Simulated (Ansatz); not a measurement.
# CH4ClFSn: inputs that go wrong

Aim: try 4 inputs for CH4ClFSn as typed, read how each ends, and find what has to change.

The runs use Ansatz 0.2.0, Gaussian basis; the settings change from run to run.

## Step 1: The geometry

An earlier PBE0-D4 in a triple-zeta def2 set relaxation fixed the geometry. Sn takes a core potential in def2 sets; no spin-orbit term is included.

SMILES `[CH3][SnH]([F])[Cl]`, 8 atoms, charge 0, spin multiplicity 1.

Atoms are counted from 1 here; the program's logs count them from 0.

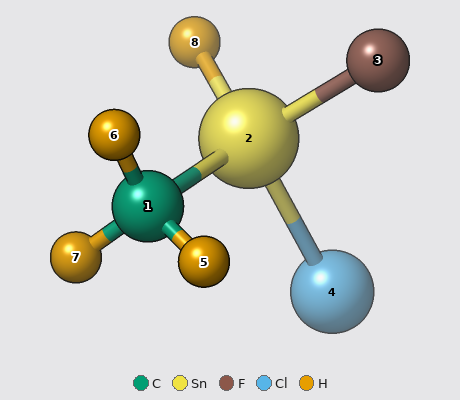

The structure; carbon teal, tin yellow, fluorine brown, chlorine blue, hydrogen amber; atoms are numbered from 1 in the order of the file.

## Step 2: Input 1

The input, in.yaml:

```yaml
crystal:
  periodic: [false, false, false]
  atoms:
    - {symbol: C, position_ang: [-0.295833, 1.156921, 0.228408]}
    - {symbol: Sn, position_ang: [0.282590, -0.821561, -0.363573]}
    - {symbol: F, position_ang: [1.797173, -1.164038, 0.814140]}
    - {symbol: Cl, position_ang: [-1.370430, -2.278533, 0.329573]}
    - {symbol: H, position_ang: [-0.475364, 1.163636, 1.312919]}
    - {symbol: H, position_ang: [0.558299, 1.819976, -0.068556]}
    - {symbol: H, position_ang: [-1.116726, 1.421878, -0.398484]}
    - {symbol: H, position_ang: [0.783078, -1.234857, -1.913267]}
basis:
  gaussian: {orbitals: def2-mTZVP, fitting: {mean_field: cc-pVTZ-jkfit}}
total_charge: 1
magnetization: {spin_polarized: true, initial_magnetization: 1}
hamiltonian: {xc: {name: PBE0-DH}}
accuracy: high
output: {forces: true}
```

Command:

```
$ ansatz run in.yaml --threads 4 --pin off --events-out ev --progress --plain --max-ram 10444MiB
```

The log of the run:

```text
Functional definition: PBE0-DH
  name "PBE0-DH"
  cite "Brémond & Adamo, J. Chem. Phys. 135, 024106 (2011) doi:10.1063/1.3604569"
  cite "Perdew, Burke & Ernzerhof, Phys. Rev. Lett. 77, 3865 (1996) doi:10.1103/PhysRevLett.77.3865"
  parameter a = 1/2
  parameter c = 1/8
  exchange = (1 - a)*pbe_x + a*exact_x
  correlation = (1 - c)*pbe_c + c*(mp2_os + mp2_ss)
Error: <dir> the basis set cc-pVTZ-JKFIT has no functions for Sn
```

It took 0.1 s on 4 threads of Intel Xeon Platinum 8488C, shared host.

What is wrong: The program refused the input. The fitting set named has no entry for an element of this molecule. Cure: leave the fitting key out, or name a set that covers all elements and suits the basis. The input also asks for charge 1 and multiplicity 2, not those of the species named; set them back first. Its coordinates are also moved off the relaxed structure.

## Step 3: Input 2

The input, in.yaml:

```yaml
crystal:
  periodic: [false, false, false]
  atoms:
    - {symbol: C, position_ang: [-0.145431, 1.237476, 0.285155]}
    - {symbol: Sn, position_ang: [0.358867, -0.787651, -0.349248]}
    - {symbol: F, position_ang: [1.730827, -1.207678, 0.684255]}
    - {symbol: Cl, position_ang: [-1.306046, -2.230382, 0.433823]}
    - {symbol: H, position_ang: [-0.431038, 1.097091, 1.361090]}
    - {symbol: H, position_ang: [0.586890, 1.851465, -0.074615]}
    - {symbol: H, position_ang: [-1.128688, 1.358947, -0.332662]}
    - {symbol: H, position_ang: [0.681285, -1.212385, -1.981349]}
basis:
  gaussian: {orbitals: def2-mTZVPP}
hamiltonian: {xc: {name: wB97M-V}, dispersion: rvv10}
accuracy: high
```

Launched as before.

The log of the run:

```text
Error: invalid value for `hamiltonian.dispersion`: this functional's text states its nonlocal part
```

It took 0.05 s on 4 threads of Intel Xeon Platinum 8488C, shared host.

**Diagnosis.** The program refused the input. The dispersion term doesn't go with the functional. Its coordinates are also moved off the relaxed structure. Cure: leave the dispersion key out, since this functional holds its own nonlocal correlation.

## Step 4: Input 3

The input, in.yaml:

```yaml
crystal:
  periodic: [false, false, false]
  atoms:
    - {symbol: C, position_ang: [-0.159519, 0.988733, 0.354067]}
    - {symbol: Sn, position_ang: [0.122175, -0.861197, -0.368287]}
    - {symbol: F, position_ang: [-0.821426, -2.173117, 0.379458]}
    - {symbol: Cl, position_ang: [-1.121426, -2.223117, 0.379458]}
    - {symbol: H, position_ang: [-0.347068, 1.049112, 1.276213]}
    - {symbol: H, position_ang: [0.207868, 1.791592, 0.076443]}
    - {symbol: H, position_ang: [-1.167687, 1.230802, -0.204170]}
    - {symbol: H, position_ang: [0.784741, -1.163556, -2.007938]}
basis:
  gaussian: {orbitals: def2-mTZVP, final_grid: {core_spheres: 20, valence_spheres: 16, degree: 47}, nuclear_model: gaussian}
hamiltonian: {xc: {name: RPBE}}
```

Same command.

The log of the run (excerpt; [...] marks lines left out):

```text
Functional definition: RPBE
  name "RPBE"
  cite "Hammer, Hansen & Nørskov, Phys. Rev. B 59, 7413 (1999) doi:10.1103/PhysRevB.59.7413"
  cite "Perdew, Burke & Ernzerhof, Phys. Rev. Lett. 77, 3865 (1996) doi:10.1103/PhysRevLett.77.3865"
[...]
1109 factors; their error is unknown
[...]
a density is far from that of the atoms, so the factors are made again for it
1151 factors; integrals over basis functions are off by at most 5.5e-4 eV
mean field -20663.11372907 eV, -759.3554235818 hartree, gradient 2.0e-5 eV, S^2 0.000000; 0 other end points of the search recorded, 0 dependent functions left out
reference -20663.11377639 eV, -759.3554253209 hartree; 29, 29 occupied and 79, 79 virtual orbitals, 1151 factors
Total energy: -20663.11377639 eV, -759.3554253209 hartree
```

Wall time 2.1 s (4 threads of Intel Xeon Platinum 8488C, shared host).

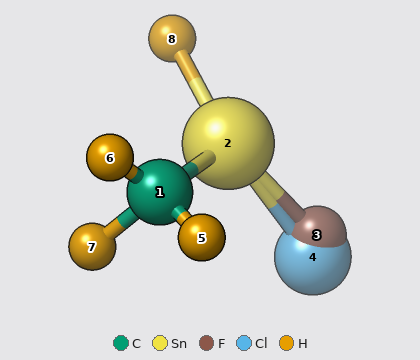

The geometry of this input.

**Diagnosis.** It ended without an error, which proves nothing about the input. One atom was put on top of another. The shortest distance is 0.30 Å (F3–Cl4), against 1.09 Å in the relaxed molecule. Its coordinates are also moved off the relaxed structure. Its energy is no property of the relaxed molecule. To mend it, restore the atom's position.

## Step 5: Input 4

The input, in.yaml:

```yaml
crystal:
  periodic: [false, false, false]
  atoms:
    - {symbol: C, position_ang: [-0.274081, 1.144825, 0.187290]}
    - {symbol: Sn, position_ang: [0.291330, -0.825624, -0.328324]}
    - {symbol: F, position_ang: [1.796050, -1.250305, 0.784168]}
    - {symbol: Cl, position_ang: [-1.370120, -2.291780, 0.359074]}
    - {symbol: H, position_ang: [-0.471735, 1.169486, 1.258052]}
    - {symbol: H, position_ang: [0.536400, 1.831718, -0.054551]}
    - {symbol: H, position_ang: [-1.174024, 1.424959, -0.359030]}
    - {symbol: H, position_ang: [0.758382, -1.260479, -1.902480]}
basis:
  gaussian: {orbitals: x2c-TZVPPall}
total_charge: 4
hamiltonian: {xc: {name: BLYP}, dispersion: d3bj}
scf: {lower_state_search: light}
output: {forces: true}
```

Launched as before.

The log of the run (excerpt; [...] marks lines left out):

```text
Functional definition: BLYP
  name "BLYP"
  cite "Becke, Phys. Rev. A 38, 3098 (1988) doi:10.1103/PhysRevA.38.3098"
  cite "Lee, Yang & Parr, Phys. Rev. B 37, 785 (1988) doi:10.1103/PhysRevB.37.785"
[...]
1437 factors; their error is unknown
[...]
mean field -184386.74858837 eV, -6776.0880287954 hartree, gradient 1.4e-5 eV, S^2 0.000000; 8 other end points of the search recorded, 0 dependent functions left out
[...]
reference -184386.74890177 eV, -6776.0880403127 hartree; 41, 41 occupied and 179, 179 virtual orbitals, 1437 factors
Total energy: -184387.11121497 eV, -6776.1013550772 hartree
Relativity: scalar
Atom 0 at    -0.274081     1.144825     0.187290 Å, force    -1.825574     5.609270     0.728263 eV/Å
Atom 1 at     0.291330    -0.825624    -0.328324 Å, force     1.486303    -1.496051     0.890124 eV/Å
Atom 2 at     1.796050    -1.250305     0.784168 Å, force     1.089908     0.052345     0.509214 eV/Å
Atom 3 at    -1.370120    -2.291780     0.359074 Å, force    -2.460061    -2.098079     0.721606 eV/Å
Atom 4 at    -0.471735     1.169486     1.258052 Å, force    -0.070179    -0.723150     2.284546 eV/Å
Atom 5 at     0.536400     1.831718    -0.054551 Å, force     2.687853     0.201568    -0.582162 eV/Å
Atom 6 at    -1.174024     1.424959    -0.359030 Å, force    -1.827080    -0.913618    -1.382032 eV/Å
Atom 7 at     0.758382    -1.260479    -1.902480 Å, force     0.918830    -0.632285    -3.169558 eV/Å
Dipole moment:    -0.953944     0.981825    -0.229327 e Å
```

Run time: 9.5 s. Hardware: 4 threads of Intel Xeon Platinum 8488C, shared host; peak memory 0.4 GiB.

**Diagnosis.** It ended without an error, which proves nothing about the input. The charge is far from anything that the molecule holds. It asks for charge +4; the species has 0. Its energy belongs to another ion. Cure: type the charge that the molecule really has.

## Step 6: How the tries ended

| input | level | ended | cause | time |
| --- | --- | --- | --- | --- |
| 1 | PBE0-DH/def2-mTZVP | refused | the fitting set named has no entry for an element of this molecule | 0.1 s |
| 2 | wB97M-V/def2-mTZVPP | refused | the dispersion term doesn't go with the functional | 0.05 s |
| 3 | RPBE/def2-mTZVP | converged | one atom was put on top of another | 2.1 s |
| 4 | BLYP/x2c-TZVPPall | converged | the charge is far from anything that the molecule holds | 9.5 s |

In words: 2 refused, 2 converged. A refusal costs next to no computing time. The dangerous case is the input that converges on a wrong geometry, charge, spin, basis or grid: often only a look at the input shows it.
